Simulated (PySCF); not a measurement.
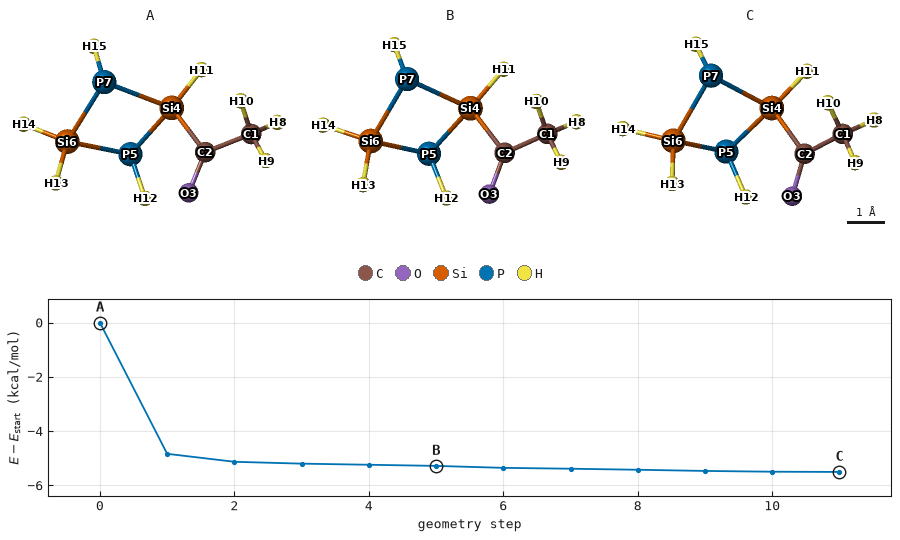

Frames of a relaxation of C2H8OP2Si2, marked on the history of the run. A ball-and-stick model, seen at a tilt.

The start comes from GFN2-xTB. Its atoms were then displaced at random by about 0.01 Å.

The calculation used PySCF 2.14.0, density-fitted response routines, PBE0-D3(BJ)/def2-SVP geometry optimisation, gas phase. 

Q: What happens along the run?

A: The atom that moves furthest after the best rigid fit is H13 (0.51 Å). By element the largest moves are H 0.51 Å, O 0.34 Å, P 0.26 Å, C 0.25 Å, Si 0.24 Å. Some distances before and after: Si4–H11 1.433 → 1.496 Å, P5–H12 1.381 → 1.431 Å, C2–Si4 1.912 → 1.951 Å, Si6–H13 1.455 → 1.491 Å. Among the angles between lasting bonds that change: Si4–P7–Si6 82.3° → 77.1°, Si4–P5–Si6 82.1° → 77.7°, C2–Si4–H11 115.1° → 111.1°. The energy falls by 5.50 kcal/mol in 11 geometry steps. The run took 3.5 min on 1 thread of Intel(R) Xeon(R) Platinum 8259CL CPU @ 2.50GHz, on a shared host. From step 0 to 5: H13 moves most (0.22 Å), energy −5.28 kcal/mol. From step 5 to 11: H13 moves most (0.30 Å), energy −0.22 kcal/mol.

```
step  E − E(0), kcal/mol
   0                0.00
   1               -4.83
   2               -5.13
   3               -5.20
   4               -5.24
   5               -5.28
   6               -5.35
   7               -5.38
   8               -5.42
   9               -5.47
  10               -5.49
  11               -5.50
```
